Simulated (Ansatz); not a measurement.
**How many bands does the GW gap of CaTiN2 (Pmmn) need?**

Wanted: a G0W0 gap for CaTiN2 (Pmmn) that is converged in bands and cutoff, or an estimate of the limit.

Method: G0W0 on r2SCAN, plane waves, PAW, in Ansatz 0.2.0.

## 1. Set-up

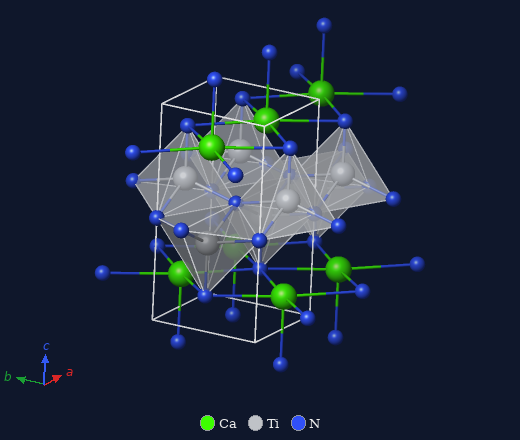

Start, viewed from a free direction; calcium green, titanium light grey, nitrogen blue. 2×1×1 cells are drawn. Some periodic images of atoms are drawn too.

As a file:

```xyz
8
Lattice="3.6131 0.0000 0.0000 0.0000 3.9365 0.0000 0.0000 0.0000 7.5421" Properties=species:S:1:pos:R:3 pbc="T T T"
Ca    0.0000    1.9683    6.4081
Ca    1.8066    0.0000    1.1340
Ti    0.0000    1.9683    3.0738
Ti    1.8066    0.0000    4.4683
N     1.8066    1.9683    3.9847
N     0.0000    0.0000    3.5574
N     0.0000    1.9683    1.2384
N     1.8066    0.0000    6.3037
```

Geometry: measured cell, ions relaxed with r2SCAN. The runs that relaxed it are not among those shown. The default PAW set here is soft_2. Its files were made with PBE.

## 2. 113 empty bands, screening to 60 eV

G0W0 replaces the xc potential by the self-energy, built once from these orbitals. Only a window of levels is corrected, while the sums run over the empty bands that the input names.

File input.yaml:

```yaml
crystal:
  lattice:
    - [3.6131, 0.0, 0.0]
    - [0.0, 3.9365, 0.0]
    - [0.0, 0.0, 7.5421]
  atoms:
    - { symbol: Ca, position: [0.0, 0.5, 0.8496394539] }
    - { symbol: Ca, position: [0.5, 0.0, 0.1503605461] }
    - { symbol: Ti, position: [0.0, 0.5, 0.407547735] }
    - { symbol: Ti, position: [0.5, 0.0, 0.592452265] }
    - { symbol: "N", position: [0.5, 0.5, 0.5283250645] }
    - { symbol: "N", position: [0.0, 0.0, 0.4716749355] }
    - { symbol: "N", position: [0.0, 0.5, 0.1641950872] }
    - { symbol: "N", position: [0.5, 0.0, 0.8358049128] }
kpoints:
  mp_grid: { grid: [4, 4, 2] }
hamiltonian:
  xc: r2scan
scf:
  occupations: { method: fixed }
gw:
  n_empty_bands: 113
  ecut_chi: 60
  qp_bands: [v2, c2]
  qp_kpoints: band_edges
  screening: { model: contour_deformation }
```

The run is started by

```console
$ ansatz run input.yaml --threads 3 --pin off --max-ram 64512MiB --backend cuda --events-out ev --progress --plain --runs-dir out --devices 1 --max-vram 24GiB  # rebuilt from the run's record
```

Numbers of over 12 decimals in the logs are rounded to 6 here.

What it wrote:

```text
GPUs: using 1 of 1 available (devices: 1).
Engine: ansatz 0.2.0, x86_64-unknown-linux-gnu
Pseudopotentials: kind: paw
Pseudopotential: Ca, paw, valence charge 10, recommended cutoff 500 eV (meta_gga), Ca.paw.azcp
Pseudopotential: Ti, paw, valence charge 12, recommended cutoff 500 eV (meta_gga), Ti.paw.azcp
Pseudopotential: N, paw, valence charge 5, recommended cutoff 500 eV (meta_gga), N.paw.azcp
Functional definition: r2SCAN
  parameter k0 = 0.174
  parameter k1 = 0.065
  parameter a1 = 4.9479
  exchange = r2scan_x(k0 = k0, k1 = k1, a1 = a1)
  correlation = r2scan_c
device memory: the entry about to start is reckoned to put 2.7 GiB on a device that reports 70.2 GiB free (of which the cap on the GPU budget leaves the run 24.0 GiB)
GPU FFT provider: cuFFT
GPU libraries: cuBLAS 13.8.2, cuFFT 12.4.0, cuSOLVER 12.3.4
Crystal: 8 atoms, lattice volume = 107.271 Å³
Basis set: ecut = 500 eV, 2729 PW (Γ), exchange–correlation on 108×120×240 points (64 copies of the dense FFT grid, shifted against one another)
Bands: 40, of which v1, the nominal top of the filled ones, is band 32 counted from 1 (31 counted from 0)
Symmetry: 8 space group operations
Space group: Pmmn (ITA 59), of the structure as read, at distance tolerance 4.8e-5 Å
k-points: 18 of 32
Non-local potential: Ca, projectors of the file, l = 0: 3, l = 1: 2, l = 2: 2
Non-local potential: Ti, projectors of the file, l = 0: 3, l = 1: 2, l = 2: 3, l = 3: 1
Non-local potential: N, projectors of the file, l = 0: 2, l = 1: 2, l = 2: 1
PAW form: soft (Blöchl's): semilocal exchange-correlation on the pseudo side does not see the compensation charge
PAW frozen core: Ca, regenerated for the run's functional (the file was generated under x = pbe(κ = 0.804, μ = 0.219515), c = pbe(β = 0.066725))
PAW frozen core: Ti, regenerated for the run's functional (the file was generated under x = pbe(κ = 0.804, μ = 0.219515), c = pbe(β = 0.066725))
PAW frozen core: N, regenerated for the run's functional (the file was generated under x = pbe(κ = 0.804, μ = 0.219515), c = pbe(β = 0.066725))
PAW one-centre angular grid: Ca, 302 points (default); XC on 160 Gauss nodes
PAW one-centre angular grid: Ti, 590 points (default); XC on 160 Gauss nodes
PAW one-centre angular grid: N, 302 points (default); XC on 160 Gauss nodes
Initial density: superposition of atomic densities (neutral atoms: chi_scale 0, normalization atom), corrected by the library's trained network
Initial wavefunctions: pseudopotential atomic-orbital guess
GPU buffer pool allocated for 48600 grid points (all kernels)
GPU transforms: local potential and band sums: pruned to the plane-wave sphere, on 27×30×60
Functional: x = r2scan, c = r2scan; τ floored in thin density (d = 2e-4 eV/Å³)
SCF iter   1: F=—  HF=-10204.283318 eV  |F-HF|=—  |Δ(HF+E_count)|=         —  Δρ=1.77e-2  dr2=4.40e-1  dr2_τ=4.84e-1  ethr=1.77e-3  ⟨swp⟩=4.5  Hψ=2767  notcnv=0  defer=84
preconditioner: auto → Resta (q_TF=auto, 2.503 Å⁻¹)  ε∞=4.1  [insulator: Δε(μ)=1.353 eV  Ē_g=13.486 eV  n_scr=38 (ndim 8)  ℏωp=23.8 eV  f_vac=0.000  ε∞_Penn≈4.1]
SCF iter   2: F=—  HF=-10204.485671 eV  |F-HF|=—  |Δ(HF+E_count)|=   2.02e-1  Δρ=1.00e-2  dr2=1.12e-1  dr2_τ=2.50e-2  ethr=6.87e-4  ⟨swp⟩=2.7  Hψ=1447  notcnv=0  defer=88
SCF iter   3: F=—  HF=-10204.472543 eV  |F-HF|=—  |Δ(HF+E_count)|=   1.31e-2  Δρ=3.82e-3  dr2=1.05e-2  dr2_τ=5.91e-4  ethr=1.76e-4  ⟨swp⟩=2.5  Hψ=942  notcnv=0  defer=102
SCF iter   4: F=—  HF=-10204.472253 eV  |F-HF|=—  |Δ(HF+E_count)|=   2.90e-4  Δρ=1.50e-3  dr2=3.11e-3  dr2_τ=3.76e-4  ethr=1.64e-5  ⟨swp⟩=2.1  Hψ=997  notcnv=0  defer=108
SCF iter   5: F=—  HF=-10204.471919 eV  |F-HF|=—  |Δ(HF+E_count)|=   3.34e-4  Δρ=4.64e-4  dr2=2.17e-4  dr2_τ=2.50e-5  ethr=4.86e-6  ⟨swp⟩=2.0  Hψ=940  notcnv=0  defer=108
SCF iter   6: F=—  HF=-10204.471907 eV  |F-HF|=—  |Δ(HF+E_count)|=   1.26e-5  Δρ=1.49e-4  dr2=3.02e-5  dr2_τ=3.19e-6  ethr=3.40e-7  ⟨swp⟩=2.0  Hψ=957  notcnv=0  defer=93
SCF iter   7: F=—  HF=-10204.471905 eV  |F-HF|=—  |Δ(HF+E_count)|=   1.54e-6  Δρ=5.14e-5  dr2=3.87e-6  dr2_τ=1.47e-7  ethr=4.71e-8  ⟨swp⟩=2.0  Hψ=958  notcnv=0  defer=55
SCF iter   8: F=-10204.471905 eV  HF=-10204.471905 eV  |F-HF|=8.87e-9  |Δ(HF+E_count)|=   2.52e-7  Δρ=7.93e-6  dr2=7.50e-8  dr2_τ=5.11e-9  ethr=1.56e-10  ⟨swp⟩=9.1  Hψ=3385  notcnv=0
SCF 1 converged in 8 iterations: F = -10204.471905 eV  dr2 = 7.50e-8
  greatest PAW one-centre occupation: 1.001 electrons in one spin orbital (limit 2), on the Ti atom at site 3 (counted from 0), in its partial waves of l = 1
device memory: the entry about to start is reckoned to put 3.3 GiB on a device that reports 70.1 GiB free (of which the cap on the GPU budget leaves the run 24.0 GiB)
NSCF: frozen V_eff on 18 k-points
the band table was solved once the SCF had ended and its energy, with any forces and stress, was formed, with the checks that follow a solve (2922 applications of the Hamiltonian). They found nothing against the state; the energy, forces and stress were not computed again (output.eigenvalues in the input reference)
device memory: the entry about to start is reckoned to put 2.5 GiB on a device that reports 70.1 GiB free (of which the cap on the GPU budget leaves the run 24.0 GiB)
NSCF: frozen V_eff on 18 k-points
G₀W₀ screening: q 1/18
[... further progress lines ...]
SCF converged after 8 iterations
Free energy (F): -10204.471905 eV
Harris-Foulkes:  -10204.471905 eV  (|F-HF|=8.87e-9)
Internal energy: -10204.471905 eV  (E = F + TS)
E sigma→0 (E₀):  -10204.471905 eV
Fermi energy:    9.816229 eV
--- Per-component energies (eV) ---
  E_band       = -602.088182
  E_kinetic    = 1631.494551
  E_local      = -4414.813881  (includes V_loc(G=0)·N_el)
  E_nonlocal   = 314.214639
  E_hartree    = 1681.159360
  E_xc         = -704.037892
  E_vxc        = -1000.719676  (∫ρ·V_xc dr)
  E_paw        = -4353.304100  (= ΣΔE_a)
  E_vpaw       = -556.437965  (= ΣTr[D̂ρ^β])
  E_aug_tail   = 0.000253  (compensation charges beyond the density's cutoff)
  E_vtau       = 61.847223  (kinetic-family band-sum trace: ∫τ·v_τ [+ j·A + Jᵃ·Aᵃ] dr)
  E_ewald      = -4358.118332
  E_core_change = -1.066503  (= ΣΔE_core)
  E_smearing   = -0.000000  (= −TS)
  E_closure    = 0.000000  (closes the sum)
  Σ components = -10204.471905   (vs F -10204.471905, Δ=0.00e0)
--- Band table (eV; the first three rows and the last of 18) ---
  k-point 0: bands = [... 28 lower, 8.5694, 9.0922, 9.6967, 9.8162, 10.8859, 12.6396, 13.1580, 13.4750, ... 4 higher]
  k-point 1: bands = [... 28 lower, 8.7165, 9.1831, 9.5695, 9.6489, 10.8894, 12.8994, 12.9953, 13.1415, ... 4 higher]
  k-point 2: bands = [... 28 lower, 8.3184, 8.7778, 8.8628, 9.1284, 12.0930, 12.7317, 12.9261, 13.1162, ... 4 higher]
  k-point 17: bands = [... 28 lower, 8.1668, 8.1668, 8.8923, 8.8923, 12.5777, 12.5777, 12.6510, 12.6510, ... 4 higher]
--- G₀W₀: contour deformation, 7 samples at zero and on the imaginary axis and 1 off it, 32 q-points, 113 empty bands' worth ---
  eigenvalues of the whole cell's RPA ε∞ on this k-mesh (on a slab, of 1 + 4πα/V) = 6.7894, 9.3482, 10.6429; static W/v taken at q = 0 is 0.112067
  bands read: the sum over 145 bands ends inside a degenerate multiplet in 10 slots, whose members it reads at an even weight; the widest, k=4: bands 145 to 146 (counted from 1) at 1/2 each
  gw.qp_kpoints: band_edges: 9 of 18 stored k-points solved, in 1 pass; an edge of the gap read off the rows below is read off those points alone
    valence top: of the k-points left out ik 2 came nearest to being solved in a further pass, in band 32 (counted from 1, as in the quasiparticle table): it holds the edge there only if its correction is more favourable than any solved in that band by at least 0.556 eV; those differ by 0.416 eV
    conduction bottom: of the k-points left out ik 10 came nearest to being solved in a further pass, in band 34 (counted from 1, as in the quasiparticle table): it holds the edge there only if its correction is more favourable than any solved in that band by at least 0.990 eV; those differ by 0.485 eV
  `?` marks the rows in doubt; gw_qp.tsv's column doubts and the gw_qp event give each row's grounds
    ik  band        ε_KS         Σx   Σc(E_QP)       V_xc       Z   E_QP_lin       E_QP  E_QP is
     0    31      9.6967   -21.5444     3.0896   -19.0732  0.7379    10.3058    10.3151  root
     0    32      9.8162   -20.2238     3.0502   -17.5738  0.7351    10.2120    10.2164  root
     0    33     10.8859   -12.2472    -5.6876   -19.0976  0.7333    12.1012    12.0487  root
     0    34     12.6396    -6.2957    -4.4974   -11.6326  0.7796    13.5295    13.4791  root
     1    31      9.5695   -19.9662     3.0898   -17.2262  0.7338     9.9158     9.9193  root
     1    32      9.6489   -21.4455     3.0103   -19.0659  0.7378    10.2700    10.2796  root
     1    33     10.8894   -12.2536    -5.6959   -19.1135  0.7331    12.1057    12.0533  root
     1    34     12.8994   -10.5955    -5.0369   -16.7915  0.7401    14.1172    14.0585  root
     3    31      8.8971   -19.4657     3.1651   -16.5154  0.7259     9.1104     9.1119  root
     3    32      8.9844   -19.3458     2.9705   -16.6365  0.7276     9.2434     9.2455  root
     3    33     12.0837   -13.0516    -6.0154   -20.3792  0.7134    13.4351    13.3959  root
     3    34     12.2491   -10.6025    -5.1464   -16.8643  0.7467    13.4305    13.3646  root ?
     8    31      8.6292   -19.9150     3.0870   -17.1172  0.7257     8.9158     8.9184  root
     8    32      9.2404   -20.6760     3.0368   -18.1356  0.7319     9.7302     9.7368  root
     8    33     12.1903   -12.4800    -5.5622   -19.2809  0.7251    13.4799    13.4291  root
     8    34     12.5870   -10.1617    -5.1853   -16.3685  0.7453    13.7553    13.6085  root ?
     9    31      8.4147   -19.3725     3.2399   -16.2538  0.7240     8.5354     8.5359  root
     9    32      9.1559   -20.6975     3.1214   -18.0636  0.7333     9.6370     9.6435  root
     9    33     11.9041   -11.6055    -5.2457   -18.0311  0.7384    13.1361    13.0840  root
     9    34     12.9422   -12.3416    -6.1014   -19.7671  0.7143    14.3149    14.2663  root
    12    31      8.1161   -21.9041     3.5620   -18.7526  0.7152     8.5210     8.5266  root
    12    32      8.1161   -21.9041     3.5620   -18.7526  0.7152     8.5210     8.5266  root
    12    33     12.3338   -11.7839    -4.9304   -17.9017  0.7422    13.5726    13.5211  root
    12    34     12.3338   -11.7839    -4.9304   -17.9017  0.7422    13.5726    13.5211  root
    13    31      8.2807   -21.6958     3.4077   -18.7434  0.7174     8.7296     8.7361  root
    13    32      8.2807   -21.6958     3.4077   -18.7434  0.7174     8.7296     8.7361  root
    13    33     12.3113   -11.7748    -4.9839   -17.8956  0.7417    13.5066    13.4482  root ?
    13    34     12.3113   -11.7748    -4.9839   -17.8956  0.7417    13.5066    13.4482  root ?
    16    31      9.3750   -19.9354     3.0392   -17.2631  0.7323     9.7381     9.7420  root
    16    32      9.3750   -19.9354     3.0392   -17.2631  0.7323     9.7381     9.7420  root
    16    33     12.1831    -9.3274    -4.7898   -15.0850  0.7563    13.2473    13.1509  root ?
    16    34     12.1831    -9.3274    -4.7898   -15.0850  0.7563    13.2473    13.1509  root ?
    17    31      8.8923   -18.8546     3.0389   -16.0304  0.7329     9.1055     9.1070  root
    17    32      8.8923   -18.8546     3.0389   -16.0304  0.7329     9.1055     9.1070  root
    17    33     12.5777   -12.0825    -5.3813   -18.4692  0.7295    13.7093    13.5830  root ?
    17    34     12.5777   -12.0825    -5.3813   -18.4692  0.7295    13.7093    13.5830  root ?
```

The job ended after 6.2 s (1 × NVIDIA H100 80GB HBM3 (shared by 3 runs) with 3 threads of AMD EPYC 7R13 (Zen 3), shared host; peak memory 1.4 GiB; 10 s of CPU time).

Reading the cycles: dr2 is the Hartree energy of the density residual (eV), the measure of convergence; HF is the Harris–Foulkes estimate of the energy, which meets the free energy F at convergence.

Numbers from this step:

```
bands summed                                 : 145
RPA ε∞ on this mesh (eigenvalues)            : 6.789, 9.348, 10.64
plane waves in the screening matrix          : 117
q-points in the mesh                         : 32
G0W0 gap on the mesh                         : 1.734 eV
k of the valence top                         : 0, 0, 0
k of the conduction bottom                   : 0, 0, 0
starting gap on the mesh                     : 1.070 eV
Z at the valence top                         : 0.7379
Z at the conduction bottom                   : 0.7333
least direct G0W0 gap on the computed points : 1.734 eV
```

The gap on the mesh goes from 1.07 eV to 1.73 eV, a correction of +0.66 eV, though a band edge has moved to another state.

## 3. 320 empty bands, screening to 120 eV

Bands and screening cutoff are moved together, since each hides the error of the other.

input.yaml: that of step 2 with these lines changed.

```diff
@@ -21,4 +21,4 @@
 gw:
-  n_empty_bands: 113
-  ecut_chi: 60
+  n_empty_bands: 320
+  ecut_chi: 120
   qp_bands: [v2, c2]
```

What it wrote:

```text
GPUs: using 1 of 1 available (devices: 1).
[...]
GPU FFT provider: cuFFT
GPU libraries: cuBLAS 13.8.2, cuFFT 12.4.0, cuSOLVER 12.3.4
Crystal: 8 atoms, lattice volume = 107.271 Å³
Basis set: ecut = 500 eV, 2729 PW (Γ), exchange–correlation on 108×120×240 points (64 copies of the dense FFT grid, shifted against one another)
Bands: 40, of which v1, the nominal top of the filled ones, is band 32 counted from 1 (31 counted from 0)
Symmetry: 8 space group operations
[...]
k-points: 18 of 32
[...]
GPU buffer pool allocated for 48600 grid points (all kernels)
[...]
SCF iter   1: F=—  HF=-10204.283318 eV  |F-HF|=—  |Δ(HF+E_count)|=         —  Δρ=1.77e-2  dr2=4.40e-1  dr2_τ=4.84e-1  ethr=1.77e-3  ⟨swp⟩=4.5  Hψ=2767  notcnv=0  defer=84
[...]
SCF iter   8: F=-10204.471905 eV  HF=-10204.471905 eV  |F-HF|=8.87e-9  |Δ(HF+E_count)|=   2.52e-7  Δρ=7.93e-6  dr2=7.50e-8  dr2_τ=5.11e-9  ethr=1.56e-10  ⟨swp⟩=9.1  Hψ=3385  notcnv=0
SCF 1 converged in 8 iterations: F = -10204.471905 eV  dr2 = 7.50e-8
[...]
NSCF: frozen V_eff on 18 k-points
[...]
G₀W₀ screening: q 1/18
[... further progress lines ...]
SCF converged after 8 iterations
Free energy (F): -10204.471905 eV
[...]
Internal energy: -10204.471905 eV  (E = F + TS)
E sigma→0 (E₀):  -10204.471905 eV
Fermi energy:    9.816229 eV
[...]
--- Band table (eV; the first three rows and the last of 18) ---
  k-point 0: bands = [... 28 lower, 8.5694, 9.0922, 9.6967, 9.8162, 10.8859, 12.6396, 13.1580, 13.4750, ... 4 higher]
  k-point 1: bands = [... 28 lower, 8.7165, 9.1831, 9.5695, 9.6489, 10.8894, 12.8994, 12.9953, 13.1415, ... 4 higher]
  k-point 2: bands = [... 28 lower, 8.3184, 8.7778, 8.8628, 9.1284, 12.0930, 12.7317, 12.9261, 13.1162, ... 4 higher]
  k-point 17: bands = [... 28 lower, 8.1668, 8.1668, 8.8923, 8.8923, 12.5777, 12.5777, 12.6510, 12.6510, ... 4 higher]
[...]
0    31      9.6967   -21.5444     2.6291   -19.0732  0.7298     9.8538     9.8546  root
     0    32      9.8162   -20.2238     2.6388   -17.5738  0.7272     9.8050     9.8050  root
     0    33     10.8859   -12.2472    -6.0923   -19.0976  0.7280    11.6800    11.6441  root
     0    34     12.6396    -6.2957    -4.6722   -11.6326  0.7771    13.3290    13.3042  root
     1    31      9.5695   -19.9662     2.6962   -17.2262  0.7261     9.5256     9.5257  root
     1    32      9.6489   -21.4455     2.5499   -19.0659  0.7297     9.8183     9.8192  root
     1    33     10.8894   -12.2536    -6.1012   -19.1135  0.7278    11.6840    11.6480  root
     1    34     12.8994   -10.5955    -5.3914   -16.7915  0.7350    13.7503    13.7039  root
[...]
17    31      8.8923   -18.8546     2.6937   -16.0304  0.7260     8.7612     8.7618  root
    17    32      8.8923   -18.8546     2.6937   -16.0304  0.7260     8.7612     8.7618  root
    17    33     12.5777   -12.0825    -5.6946   -18.4692  0.7235    13.2983    13.2697  root
    17    34     12.5777   -12.0825    -5.6946   -18.4692  0.7235    13.2983    13.2697  root
```

Run time: 16 s. Hardware: 1 × NVIDIA H100 80GB HBM3 (shared by 3 runs) with 3 threads; peak memory 1.8 GiB.

Numbers from this step:

```
bands summed                                 : 352
RPA ε∞ on this mesh (eigenvalues)            : 6.671, 9.242, 10.57
plane waves in the screening matrix          : 325
q-points in the mesh                         : 32
G0W0 gap on the mesh                         : 1.789 eV
k of the valence top                         : 0, 0, 0
k of the conduction bottom                   : 0, 0, 0
starting gap on the mesh                     : 1.070 eV
Z at the valence top                         : 0.7298
Z at the conduction bottom                   : 0.7280
least direct G0W0 gap on the computed points : 1.789 eV
```

Against the run with 4×4×2 mesh, 113 empty bands, screening to 60 eV, the gap moves by +0.06 eV.

## 4. 688 empty bands, screening to 200 eV

input.yaml: that of step 3 with these lines changed.

```diff
@@ -21,4 +21,4 @@
 gw:
-  n_empty_bands: 320
-  ecut_chi: 120
+  n_empty_bands: 688
+  ecut_chi: 200.0
   qp_bands: [v2, c2]
```

What it wrote:

```text
GPUs: using 1 of 1 available (devices: 1).
[...]
GPU FFT provider: cuFFT
GPU libraries: cuBLAS 13.8.2, cuFFT 12.4.0, cuSOLVER 12.3.4
Crystal: 8 atoms, lattice volume = 107.271 Å³
Basis set: ecut = 500 eV, 2729 PW (Γ), exchange–correlation on 108×120×240 points (64 copies of the dense FFT grid, shifted against one another)
Bands: 40, of which v1, the nominal top of the filled ones, is band 32 counted from 1 (31 counted from 0)
[...]
1    34     12.8994   -10.5955    -5.5420   -16.7915  0.7328    13.5784    13.5534  root
[...]
17    31      8.8923   -18.8546     2.5035   -16.0304  0.7233     8.5673     8.5716  root
    17    32      8.8923   -18.8546     2.5035   -16.0304  0.7233     8.5673     8.5716  root
    17    33     12.5777   -12.0825    -5.8713   -18.4692  0.7211    13.1063    13.0931  root
    17    34     12.5777   -12.0825    -5.8713   -18.4692  0.7211    13.1063    13.0931  root
[key lines of the parts left out:]
SCF converged after 8 iterations
Free energy (F): -10204.471905 eV
Fermi energy:    9.816229 eV
```

It took 21 s on 1 × NVIDIA H100 80GB HBM3 (shared by 3 runs) with 3 threads; peak memory 3.1 GiB; 42 s of CPU time.

Numbers from this step:

| Item | Value |
| --- | --- |
| bands summed | 720 |
| RPA ε∞ on this mesh (eigenvalues) | 6.655, 9.225, 10.55 |
| plane waves in the screening matrix | 693 |
| G0W0 gap on the mesh | 1.901 eV |
| k of the valence top | 0, 0, 0 |
| k of the conduction bottom | 0, 0, 0 |
| starting gap on the mesh | 1.070 eV |
| least direct G0W0 gap on the computed points | 1.901 eV |

Against the run with 4×4×2 mesh, 320 empty bands, screening to 120 eV, the gap moves by +0.11 eV.

(Part 1 of 2 ends here.)

[Paths, hosts, dates, memory and timing lines, banners, echoed tables and standing remarks are left out of the program output.]

[Logs are printed without paths, hosts, clocks, repeated set-up lines and the standing remarks that a program may print on its own settings, such as how far it seeks lower states.]

[Runs of the session that timed out or met a known fault of the program may be left out.]

[Cells called generated may have been cut or substituted from an entry of the Crystallography Open Database or the Materials Project.]

[Hosts, paths, dates, database ids (printed as entryN), source tags and the programs' standing remarks are cut or masked in the printed files.]
